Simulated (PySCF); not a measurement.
```xyz
10
charge 0, multiplicity 1
F     1.7996   -0.1598    1.3510
C     1.1041   -0.2238    0.1860
C    -0.3904   -0.4726    0.3579
C    -0.8571    0.6099   -0.6217
S     0.8074    1.3872   -0.6418
H     1.6304   -0.9316   -0.4759
H    -0.7366   -1.4984    0.1579
H    -0.6502   -0.2069    1.3928
H    -1.1246    0.2225   -1.6155
H    -1.6594    1.2723   -0.2676
```

Work out the structure from the coordinates.

Formula C₃H₅FS. SMILES: `F[C@H]1CCS1`. Independent rings (smallest set): 1 of 4 members. Among its groups: thioether, C–F bond. This geometry has C1 symmetry. Coordination, clear cases only: 1 C tetrahedral; 1 S bent.

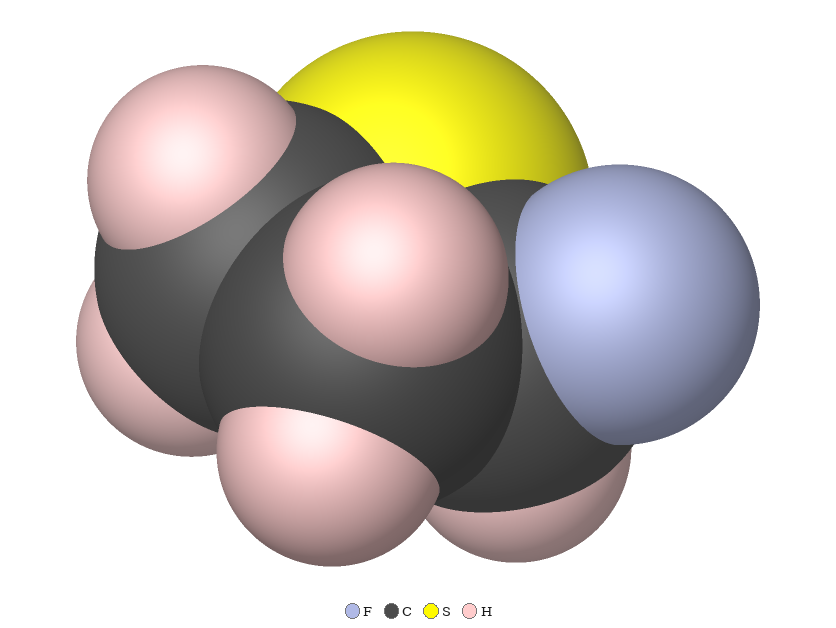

Simulated data, not a measurement (program: PySCF).
